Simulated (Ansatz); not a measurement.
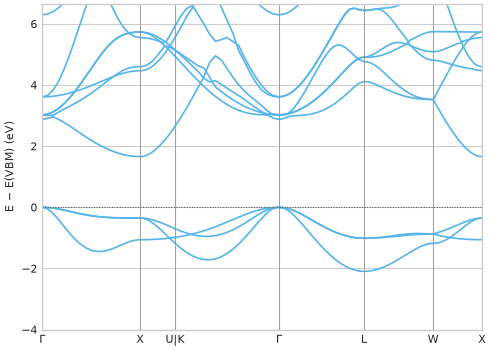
*Band structure from PBE in the plane-wave PAW code Ansatz*

Q: Read off the gap and where the band edges lie.

A: About 1.7 eV (1.66 eV by a search for the band edges); maximum at Γ, minimum at X.

Q: Which of these materials gives this?
(A) PbSe, rock salt
(B) CaSe, rock salt
(C) NaI, rock salt
(D) BaTe, rock salt

A: D, BaTe, rock salt

Space group Fm-3m (rock salt). The cell was relaxed with PBE under the symmetry of its start. Scalar-relativistic: spin–orbit coupling is off unless named, which matters more the heavier the elements.

Potentials: the later of the program's two PAW sets.
